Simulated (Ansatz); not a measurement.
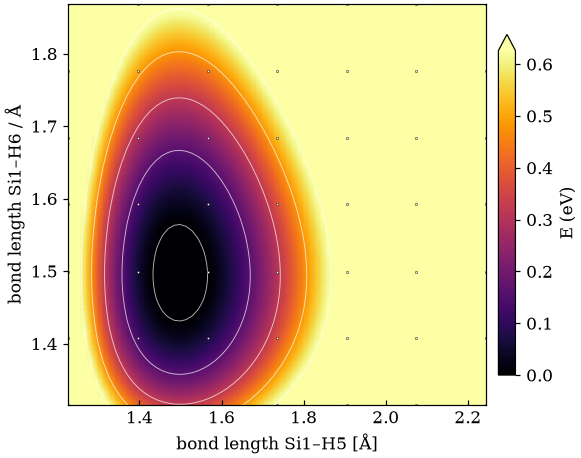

C₂H₅BSi, SMILES [SiH3]C1=CB1. First axis: bond length Si1–H5. Second axis: bond length Si1–H6. Nothing is relaxed (all other coordinates rigid). Grid: 7 × 7 points. Energies are in eV, from the lowest grid point. The reference is spin-restricted, which grows unreliable where a bond is stretched far. These are results of RKS PBE-D4/def2-TZVP (Ansatz 0.2.0), not measurements.

Drawn: a smooth colour map with a few white contour lines, dots at the grid points, one colour for all values above the top of the scale. Between grid points the surface is interpolated.

> Estimate the position of the minimum and the force constants in these coordinates.

The interpolated minimum is at bond length Si1–H5 ≈ 1.494 Å, bond length Si1–H6 ≈ 1.494 Å. The curvatures there are about 18 eV/Å² and 17 eV/Å², with a cross term of about 0 eV/Å². Round the minimum the contours are nearly round: the two directions are equally stiff and uncoupled.
